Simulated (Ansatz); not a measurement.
**Resistivity from frozen vibrations: Ni(111) with 4 thermally displaced layers, 2x2**

Wanted: the phonon-limited resistivity of Ni at 500 K by the Landauer route.

Calculated with Ansatz 0.2.0; Ansatz plane-wave DFT, PBE, PAW files, collinear spin; ballistic transport by layer matching (Landauer), zero bias; PAW set soft_1.

### Step 1. Starting point

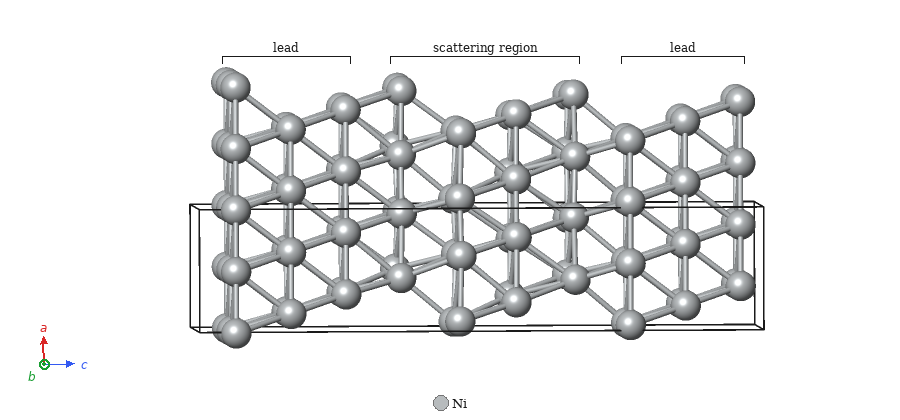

The starting structure, seen from the side, with the c axis across the page (nickel light grey). 2×1×1 cells are drawn. Some periodic images of atoms are drawn too.

The cell holds 40 atoms: 40 Ni. Cell: a = 4.984 Å, b = 4.984 Å, c = 20.397 Å, α = 93.5°, β = 86.5°, γ = 120.0°. It derives from Ni. Regions: lead, 24 atoms (24 Ni); scattering region, 16 atoms (16 Ni). The structure is stacked along c, and the current runs across the ab planes.

### Step 2. With 4 displaced layers

Each atom of 4 layers is moved at random, by amounts drawn from a normal law 0.0791 Å wide in each direction from the Debye model (450 K) at 500 K. The layers about the cell's end stay perfect and serve as the lead. Disorder leaves little or no symmetry, which makes such runs dear. Energies from -0.05 to 0.05 eV in steps of 0.05 eV are too few for the program's thermal sum, so it prints no conductance; for a metal the transmission near the Fermi level serves, at a fraction of the cost.

Input file input.yaml:

```yaml
crystal:
  lattice:
    - [4.9836885938, 0.0, 0.0]
    - [-2.4918442969, 4.3160009268, 0.0]
    - [1.2459221485, -0.7193334878, 20.3458234862]
  atoms:
    - { symbol: Ni, position: [0.9916666667, 0.0083333333, 0.05], spin: 1.0 }
    - { symbol: Ni, position: [0.9916666667, 0.5083333333, 0.05], spin: 1.0 }
    - { symbol: Ni, position: [0.4916666667, 0.0083333333, 0.05], spin: 1.0 }
    - { symbol: Ni, position: [0.4916666667, 0.5083333333, 0.05], spin: 1.0 }
    - { symbol: Ni, position: [0.1416666667, 0.3583333333, 0.15], spin: 1.0 }
    - { symbol: Ni, position: [0.1416666667, 0.8583333333, 0.15], spin: 1.0 }
    - { symbol: Ni, position: [0.6416666667, 0.3583333333, 0.15], spin: 1.0 }
    - { symbol: Ni, position: [0.6416666667, 0.8583333333, 0.15], spin: 1.0 }
    - { symbol: Ni, position: [0.2916666667, 0.2083333333, 0.25], spin: 1.0 }
    - { symbol: Ni, position: [0.2916666667, 0.7083333333, 0.25], spin: 1.0 }
    - { symbol: Ni, position: [0.7916666667, 0.2083333333, 0.25], spin: 1.0 }
    - { symbol: Ni, position: [0.7916666667, 0.7083333333, 0.25], spin: 1.0 }
    - { symbol: Ni, position: [0.9420367615, 0.0563268969, 0.3524901928], spin: 1.0 }
    - { symbol: Ni, position: [0.9381881501, 0.5487489041, 0.3514060111], spin: 1.0 }
    - { symbol: Ni, position: [0.4715025781, 0.0752371674, 0.3472636252], spin: 1.0 }
    - { symbol: Ni, position: [0.4158401082, 0.5469355583, 0.3501606902], spin: 1.0 }
    - { symbol: Ni, position: [0.0535609748, 0.40351548, 0.4451554518], spin: 1.0 }
    - { symbol: Ni, position: [0.075259416, 0.8981521408, 0.4487701116], spin: 1.0 }
    - { symbol: Ni, position: [0.6078388337, 0.4273591979, 0.4495002112], spin: 1.0 }
    - { symbol: Ni, position: [0.6070338471, 0.896368183, 0.4513667971], spin: 1.0 }
    - { symbol: Ni, position: [0.2573519435, 0.2595747372, 0.5471090085], spin: 1.0 }
    - { symbol: Ni, position: [0.2226973206, 0.7500859657, 0.5508561975], spin: 1.0 }
    - { symbol: Ni, position: [0.7238259336, 0.2543959793, 0.5493808761], spin: 1.0 }
    - { symbol: Ni, position: [0.7519891712, 0.7624983157, 0.5513818164], spin: 1.0 }
    - { symbol: Ni, position: [0.8795917238, 0.1064655917, 0.6530483776], spin: 1.0 }
    - { symbol: Ni, position: [0.9028532425, 0.5862359048, 0.6558866781], spin: 1.0 }
    - { symbol: Ni, position: [0.4200205994, 0.1228260739, 0.6510282983], spin: 1.0 }
    - { symbol: Ni, position: [0.3987757268, 0.6363290668, 0.6576221868], spin: 1.0 }
    - { symbol: Ni, position: [0.0416666667, 0.4583333333, 0.75], spin: 1.0 }
    - { symbol: Ni, position: [0.0416666667, 0.9583333333, 0.75], spin: 1.0 }
    - { symbol: Ni, position: [0.5416666667, 0.4583333333, 0.75], spin: 1.0 }
    - { symbol: Ni, position: [0.5416666667, 0.9583333333, 0.75], spin: 1.0 }
    - { symbol: Ni, position: [0.1916666667, 0.3083333333, 0.85], spin: 1.0 }
    - { symbol: Ni, position: [0.1916666667, 0.8083333333, 0.85], spin: 1.0 }
    - { symbol: Ni, position: [0.6916666667, 0.3083333333, 0.85], spin: 1.0 }
    - { symbol: Ni, position: [0.6916666667, 0.8083333333, 0.85], spin: 1.0 }
    - { symbol: Ni, position: [0.8416666667, 0.1583333333, 0.95], spin: 1.0 }
    - { symbol: Ni, position: [0.8416666667, 0.6583333333, 0.95], spin: 1.0 }
    - { symbol: Ni, position: [0.3416666667, 0.1583333333, 0.95], spin: 1.0 }
    - { symbol: Ni, position: [0.3416666667, 0.6583333333, 0.95], spin: 1.0 }
magnetization:
  spin_polarized: true
kpoints:
  mp_grid: { grid: [5, 5, 1] }
hamiltonian:
  xc: pbe
  pseudopotentials: { kind: paw, azcp: { folder: soft_1 } }
scf:
  occupations: { method: fermi_dirac, width: 0.1 }
output:
  transmission:
    leads: [[0, 4]]
    kmesh: [10, 10]
    e_range: [-0.05, 0.05]
    de: 0.05
  write_potential: true
  write_density: true
  volumetric_format: npy
  elf: true
```

Run with:

```sh
$ ansatz run input.yaml --threads 4 --pin off --max-ram 15360MiB --backend cpu --events-out ev --progress --plain --runs-dir out
```

Numbers of over 12 decimals in the logs are rounded to 6 here.

The log of the run:

```text
Engine: ansatz 0.2.0, x86_64-unknown-linux-gnu
Pseudopotentials: kind: paw
Pseudopotential: Ni, paw, valence charge 18, recommended cutoff 420 eV (normal), soft_1/Ni.paw.azcp
Functional definition: PBE
  parameter kappa = 0.804
  parameter beta = 0.066725
  exchange = pbe_x(kappa = kappa, mu = beta*pi^2/3)
  correlation = pbe_c(beta = beta)
Crystal: 40 atoms, lattice volume = 437.631 Å³
Basis set: ecut = 420 eV, 8543 PW (Γ)
Bands: 456, of which v1, the nominal top of the filled ones, is band 360 counted from 1 (359 counted from 0)
Symmetry: 1 space group operations
Space group: P1 (ITA 1), of the structure as read, at distance tolerance 7.6e-5 Å
Magnetic group: BNS 1.1 (UNI 1), of the structure as read, at distance tolerance 7.6e-5 Å
k-points: 13 of 25 (time reversal used)
Non-local potential: Ni, projectors of the file, l = 0: 3, l = 1: 2, l = 2: 3, l = 3: 1
PAW form: soft (Blöchl's): semilocal exchange-correlation on the pseudo side does not see the compensation charge
PAW one-centre angular grid: Ni, 590 points (default); XC on 64 Gauss nodes
Initial density: superposition of atomic densities (chi_scale 0.1, normalization cell)
Starting moments: Σ|m| = 40 μB on 40 of 40 sites
Initial wavefunctions: pseudopotential atomic-orbital guess
Functional: x = pbe(κ = 0.804, μ = 0.219515), c = pbe(β = 0.066725)
iter 1 solved again at ethr=2.81e-3 eV; its pass at ethr=3.10e-3 eV (dr2=2.03e1 eV) is discarded
SCF iter   1: F=—  HF=-233560.647759 eV  |F-HF|=—  |Δ(HF+E_count)|=         —  Δρ=4.58e-2 (↑4.58e-2 ↓4.52e-2)  dr2=2.03e1  dr2_m=3.75e-1  M=32.646 μB ∫|m|=34.784 μB  β_m=0.30  ethr=2.81e-3  ⟨swp⟩=2.0  Hψ=55813  notcnv=0
Mixer restart at iter 1: flushing history
preconditioner: auto → Kerker (q_TF=auto, 2.964 Å⁻¹)  [metal: Δε(μ)=0.000 eV  Ē_g=8.749 eV  σ=0.100 eV  W_gap=0.00  n_scr=206 (ndim 8)  ℏωp=35.5 eV  f_vac=0.000  D(μ)=61.58/eV (n_scr^D=906)]
spin=Collinear: Kerker preconditioning applied to the charge; magnetization (m = ρ↑ − ρ↓) channel mixes plain (no charge-response kernel on spin).
SCF iter   2: F=—  HF=-233560.346559 eV  |F-HF|=—  |Δ(HF+E_count)|=   3.01e-1  Δρ=1.36e-2 (↑1.22e-2 ↓1.36e-2)  dr2=1.09e0  dr2_m=4.05e-1  M=31.088 μB ∫|m|=33.493 μB  β_m=0.32  ethr=2.81e-3  ⟨swp⟩=3.3  Hψ=18452  notcnv=0
SCF iter   3: F=—  HF=-233571.017404 eV  |F-HF|=—  |Δ(HF+E_count)|=    1.07e1  Δρ=1.61e-2 (↑7.75e-3 ↓1.61e-2)  dr2=8.43e-1  dr2_m=3.83e-1  M=30.041 μB ∫|m|=32.714 μB  β_m=0.66  ethr=1.52e-4  ⟨swp⟩=2.2  Hψ=18644  notcnv=0  defer=1507
SCF iter   4: F=—  HF=-233587.157570 eV  |F-HF|=—  |Δ(HF+E_count)|=    1.61e1  Δρ=2.48e-2 (↑9.13e-3 ↓2.48e-2)  dr2=3.13e0  dr2_m=3.13e-1  M=27.376 μB ∫|m|=30.621 μB  β_m=0.29  ethr=1.17e-4  ⟨swp⟩=3.0  Hψ=23254  notcnv=0  defer=1525
SCF iter   5: F=—  HF=-233586.766951 eV  |F-HF|=—  |Δ(HF+E_count)|=   3.91e-1  Δρ=8.24e-3 (↑5.42e-3 ↓8.24e-3)  dr2=3.48e-1  dr2_m=6.85e-2  M=27.976 μB ∫|m|=31.070 μB  β_m=0.51  ethr=1.17e-4  ⟨swp⟩=2.0  Hψ=22392  notcnv=0  defer=1553
SCF iter   6: F=—  HF=-233588.711237 eV  |F-HF|=—  |Δ(HF+E_count)|=    1.94e0  Δρ=3.04e-3 (↑3.04e-3 ↓2.51e-3)  dr2=4.20e-2  dr2_m=1.82e-3  M=26.375 μB ∫|m|=29.762 μB  β_m=0.75  ethr=4.84e-5  ⟨swp⟩=2.0  Hψ=22440  notcnv=0  defer=1570
SCF iter   7: F=—  HF=-233588.759338 eV  |F-HF|=—  |Δ(HF+E_count)|=   4.81e-2  Δρ=1.42e-3 (↑1.40e-3 ↓1.42e-3)  dr2=1.60e-2  dr2_m=2.57e-3  M=26.532 μB ∫|m|=29.926 μB  β_m=0.88  ethr=5.83e-6  ⟨swp⟩=2.0  Hψ=23132  notcnv=0  defer=1571
SCF iter   8: F=—  HF=-233588.759924 eV  |F-HF|=—  |Δ(HF+E_count)|=   5.86e-4  Δρ=1.95e-3 (↑8.93e-4 ↓1.95e-3)  dr2=2.77e-2  dr2_m=1.37e-3  M=26.490 μB ∫|m|=29.893 μB  β_m=0.65  ethr=2.23e-6  ⟨swp⟩=2.0  Hψ=21049  notcnv=0  defer=1575
[...]
SCF iter  12: F=—  HF=-233588.758237 eV  |F-HF|=—  |Δ(HF+E_count)|=   2.14e-5  Δρ=1.58e-4 (↑8.09e-5 ↓1.58e-4)  dr2=2.09e-4  dr2_m=9.38e-6  M=26.503 μB ∫|m|=29.902 μB  β_m=0.63  ethr=3.87e-8  ⟨swp⟩=2.0  Hψ=19390  notcnv=0  defer=1580
SCF iter  13: F=—  HF=-233588.758188 eV  |F-HF|=—  |Δ(HF+E_count)|=   4.90e-5  Δρ=1.09e-4 (↑5.02e-5 ↓1.09e-4)  dr2=7.24e-5  dr2_m=5.34e-6  M=26.499 μB ∫|m|=29.900 μB  β_m=0.55  ethr=2.90e-8  ⟨swp⟩=2.0  Hψ=20867  notcnv=0  defer=1580
SCF iter  14: F=—  HF=-233588.758210 eV  |F-HF|=—  |Δ(HF+E_count)|=   2.17e-5  Δρ=3.66e-5 (↑1.53e-5 ↓3.66e-5)  dr2=6.62e-6  dr2_m=8.85e-7  M=26.502 μB ∫|m|=29.902 μB  β_m=0.72  ethr=1.01e-8  ⟨swp⟩=2.0  Hψ=15083  notcnv=0  defer=1580
SCF iter  15: F=—  HF=-233588.758215 eV  |F-HF|=—  |Δ(HF+E_count)|=   5.17e-6  Δρ=2.67e-5 (↑7.07e-6 ↓2.67e-5)  dr2=5.76e-6  dr2_m=4.97e-7  M=26.503 μB ∫|m|=29.903 μB  β_m=0.76  ethr=9.20e-10  ⟨swp⟩=2.0  Hψ=20488  notcnv=0  defer=1580
SCF iter  16: F=—  HF=-233588.758215 eV  |F-HF|=—  |Δ(HF+E_count)|=   1.25e-8  Δρ=1.64e-5 (↑6.33e-6 ↓1.64e-5)  dr2=2.27e-6  dr2_m=1.35e-7  M=26.503 μB ∫|m|=29.903 μB  β_m=0.72  ethr=8.00e-10  ⟨swp⟩=2.3  Hψ=17307  notcnv=0  defer=1580
SCF iter  17: F=—  HF=-233588.758215 eV  |F-HF|=—  |Δ(HF+E_count)|=   7.68e-8  Δρ=5.74e-6 (↑2.08e-6 ↓5.74e-6)  dr2=6.15e-7  dr2_m=2.03e-8  M=26.503 μB ∫|m|=29.903 μB  β_m=0.67  ethr=3.16e-10  ⟨swp⟩=2.3  Hψ=20130  notcnv=0  defer=1580
SCF iter  18: F=—  HF=-233588.758215 eV  |F-HF|=—  |Δ(HF+E_count)|=   2.51e-8  Δρ=2.71e-6 (↑1.36e-6 ↓2.71e-6)  dr2=7.47e-8  dr2_m=4.26e-9  M=26.503 μB ∫|m|=29.903 μB  β_m=0.61  ethr=8.54e-11  ⟨swp⟩=1.0  Hψ=11856  notcnv=0  defer=1580
SCF iter  19: F=—  HF=-233588.758215 eV  |F-HF|=—  |Δ(HF+E_count)|=   1.54e-8  Δρ=2.30e-6 (↑1.10e-6 ↓2.30e-6)  dr2=3.94e-8  dr2_m=2.65e-9  M=26.503 μB ∫|m|=29.903 μB  β_m=0.49  ethr=1.04e-11  ⟨swp⟩=2.0  Hψ=17995  notcnv=0  defer=1580
SCF iter  20: F=—  HF=-233588.758215 eV  |F-HF|=—  |Δ(HF+E_count)|=   1.28e-9  Δρ=3.04e-6 (↑4.42e-7 ↓3.04e-6)  dr2=1.85e-7  dr2_m=7.25e-9  M=26.503 μB ∫|m|=29.903 μB  β_m=0.75  ethr=5.48e-12  ⟨swp⟩=2.0  Hψ=15892  notcnv=0  defer=1580
SCF iter  21: F=-233588.758215 eV  HF=-233588.758215 eV  |F-HF|=7.53e-8  |Δ(HF+E_count)|=  8.73e-11  Δρ=2.60e-6 (↑6.08e-7 ↓2.60e-6)  dr2=7.86e-8  dr2_m=4.10e-9  M=26.503 μB ∫|m|=29.903 μB  ethr=5.48e-12  ⟨swp⟩=7.5  Hψ=47437  notcnv=0
SCF 1 converged in 21 iterations: F = -233588.758215 eV  dr2 = 7.86e-8
  greatest PAW one-centre occupation: 1.001 electrons in one spin orbital (limit 2), on the Ni atom at site 20 (counted from 0), in its partial waves of l = 1
transmission: 279 of 2704 steps passed
transmission: 546 of 2704 steps passed
[...]
transmission: 2704 of 2704 steps passed
SCF converged after 21 iterations
Magnetization: 26.5034 μB (373.2517 up, 346.7483 down)
Absolute magnetization: 29.9418 μB (∫|ρ↑−ρ↓|, with the PAW one-centre terms)
Spin contamination: 0.2872 ħ² per cell (⟨S²⟩ above its minimum at these occupations)
Per-site moments (μB) at R_I (Å): [(0.700980, 1.027886), (0.700377, 1.027886), (0.703474, 1.027886), (0.700537, 1.027886), (0.700264, 1.027886), (0.702119, 1.027886), (0.701234, 1.027886), (0.700530, 1.027886), (0.701470, 1.018230), (0.701349, 1.015164), (0.699721, 0.979394), (0.692609, 1.027886), (0.698112, 0.979826), (0.699227, 0.943396), (0.703245, 0.967089), (0.700402, 0.983227), (0.710139, 0.940188), (0.700404,  [...]
Free energy (F): -233588.758215 eV
Harris-Foulkes:  -233588.758215 eV  (|F-HF|=7.53e-8)
Internal energy: -233586.646570 eV  (E = F + TS)
E sigma→0 (E₀):  -233587.702392 eV
Entropy (-TS):   -2.111645 eV (-52.791 meV/atom)
Fermi energy:    17.832146 eV
--- Per-component energies (eV) ---
  E_band       = -11626.597385
  E_kinetic    = 13567.540709
  E_local      = -110425.369460  (includes V_loc(G=0)·N_el)
  E_nonlocal   = -4698.920365
  E_hartree    = 59838.993074
  E_xc         = -4513.664182
  E_vxc        = -5823.682094  (∫ρ·V_xc dr)
  E_paw        = -66250.633303  (= ΣΔE_a)
  E_vpaw       = -23924.193974  (= ΣTr[D̂ρ^β])
  E_aug_tail   = 0.040674  (compensation charges beyond the density's cutoff)
  E_ewald      = -121104.633717
  E_smearing   = -2.111645  (= −TS)
  E_closure    = -0.000000  (closes the sum)
  Σ components = -233588.758215   (vs F -233588.758215, Δ=0.00e0)
--- Band table (eV; the first three rows and the last of 26) ---
  k-point 0 ↑: bands = [... 356 lower, 17.2631, 17.2656, 17.2685, 17.2789, 17.2851, 17.2872, 17.2922, 17.2947, ... 92 higher]
  k-point 1 ↑: bands = [... 356 lower, 17.1931, 17.1977, 17.2023, 17.2070, 17.2187, 17.2394, 17.2665, 17.2789, ... 92 higher]
  k-point 2 ↑: bands = [... 356 lower, 17.1761, 17.1879, 17.2005, 17.2091, 17.2246, 17.2345, 17.2413, 17.2435, ... 92 higher]
  k-point 12 ↓: bands = [... 356 lower, 17.9577, 18.0082, 18.0444, 18.0653, 18.0744, 18.0756, 18.0902, 18.0985, ... 92 higher]
--- Transmission ---
  basis      : 199 plane waves across, 26 finite elements along
  points     : 52, standing for a mesh of 10 x 10
  energies   : 3 from -0.050000 to 0.050000 eV about the Fermi level, 0.050000 eV apart; the leads are filled to 0.000000 eV, and channels, transmission and decay are at 0.000000 eV
  crystal 0  : Ni4, at the sites [0, 4], period 2.0346 Å, over 12.21 Å; its Hamiltonian steps by up to 4.8 meV
    offset         : up to 0.0000 Å between an atom of the period and one for which it stands
    channels       : 2.490000e0 up, 7.160000e0 down
    conductance    : none, the energies end too early or step too widely for 300 K: set another output.transmission.e_range or a lower de, or, where they end at an eighth of basis.ecutwfc, a higher one
  junction   : crystal 0 to crystal 0, 0.69 to 19.00 Å
    transmission   : 2.443242e0 up, 5.370794e0 down
    conductance    : none, the energies end too early or step too widely for 300 K: set another output.transmission.e_range or a lower de, or, where they end at an eighth of basis.ecutwfc, a higher one
```

It took 13 min on 4 threads of Intel Xeon Platinum 8375C at 2.90GHz (Ice Lake), shared host; peak memory 6.1 GiB.

In the SCF lines HF is the Harris–Foulkes energy and dr2 the Hartree energy of the density residual, in eV; the loop may stop once dr2 is under the threshold and the program's other checks hold. Hψ counts applications of the Hamiltonian.

This step gave:

| Quantity | Value |
| --- | --- |
| free energy | -233588.7582 eV |
| energy at zero smearing | -233587.7024 eV |
| Fermi energy | 17.83 eV |
| magnetization | 26.50 μB |
| absolute magnetization | 29.94 μB |
| cell area | 21.51 Å² |
| transmission, spin up | 2.443 |
| transmission, spin down | 5.371 |
| open channels, spin up | 2.49 |
| open channels, spin down | 7.16 |
| step of the lead's potential | 4.8 meV |

Per spin. Table of transmission, zone mean by energy, zero at the Fermi level:

```csv
energy (eV),T up,T down
-0.0500,2.44,4.95
0.0000,2.44,5.37
0.0500,2.44,5.28
```

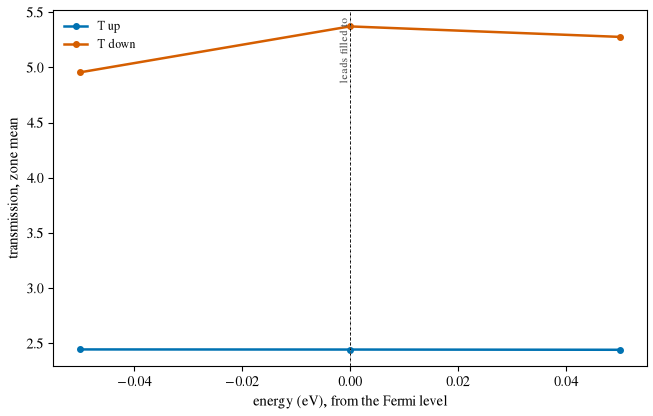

Transmission, zone mean against energy.

Per spin. The open channels, zone mean by energy, zero at the Fermi level:

```csv
energy (eV),lead up,lead down
-0.0500,2.49,6.48
0.0000,2.49,7.16
0.0500,2.49,7.06
```

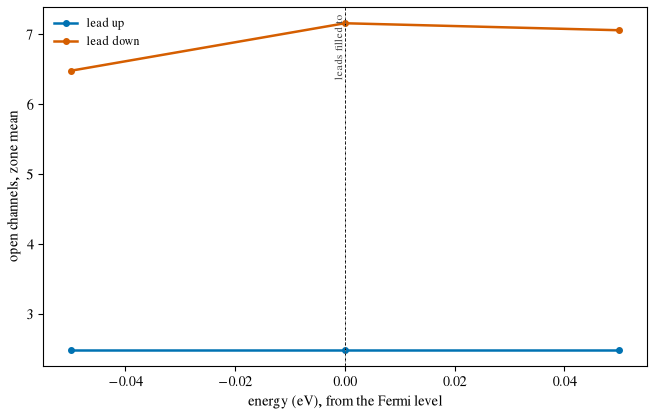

Open channels, zone mean against energy.

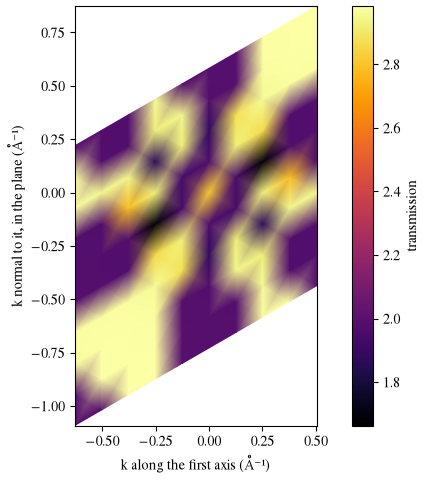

Transmission over k1 and k2. At 0.0000 eV from the Fermi level, spin up.

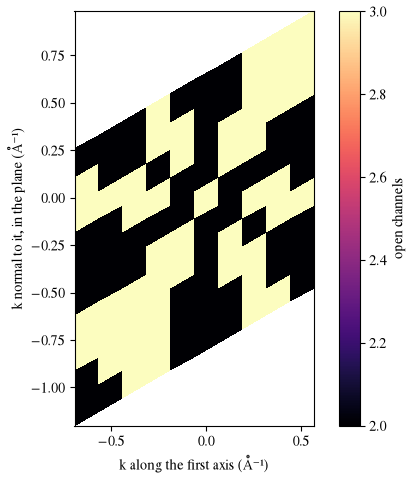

Open channels over k1 and k2. At 0.0000 eV from the Fermi level, spin up.

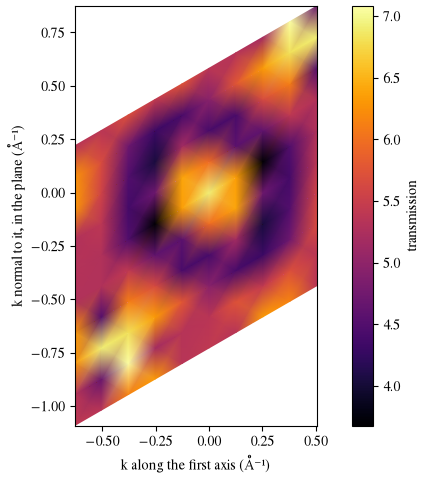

Transmission over k1 and k2. At 0.0000 eV from the Fermi level, spin down.

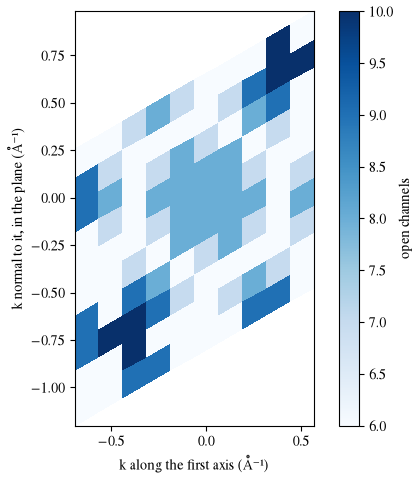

Open channels over k1 and k2. At 0.0000 eV from the Fermi level, spin down.

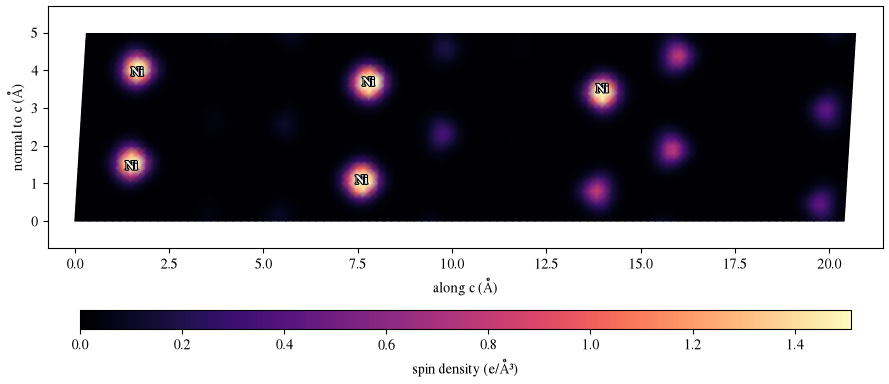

Spin density in the ca plane at fractional y = 0.547, with atoms of Ni within 0.2 Å of it. The map starts off the cell's origin, so that atoms lie inside it.

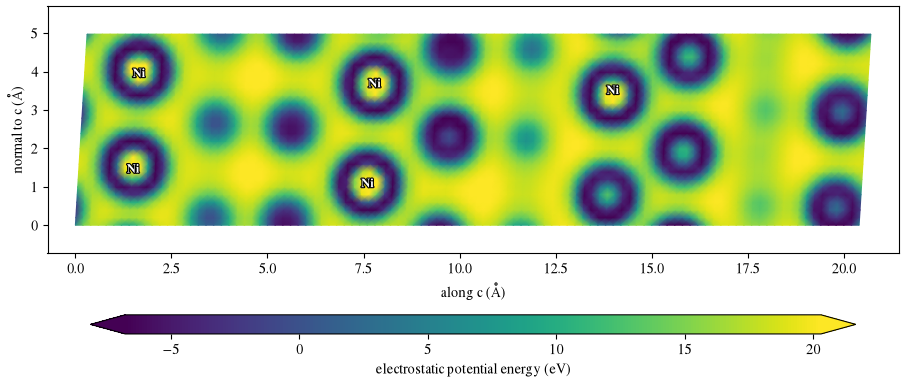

Electrostatic potential energy in the ca plane at fractional y = 0.547, with atoms of Ni within 0.2 Å of it. With pseudopotentials it is smooth inside the atoms' cores, unlike the true potential. The map starts off the cell's origin, so that atoms lie inside it.

(Part 1 of 3 ends here.)

[Logs are printed without paths, hosts, clocks, repeated set-up lines and the standing remarks that a program may print on its own settings, such as how far it seeks lower states.]

[Hosts, paths, dates, database ids (printed as entryN), source tags and the programs' standing remarks are cut or masked in the printed files.]
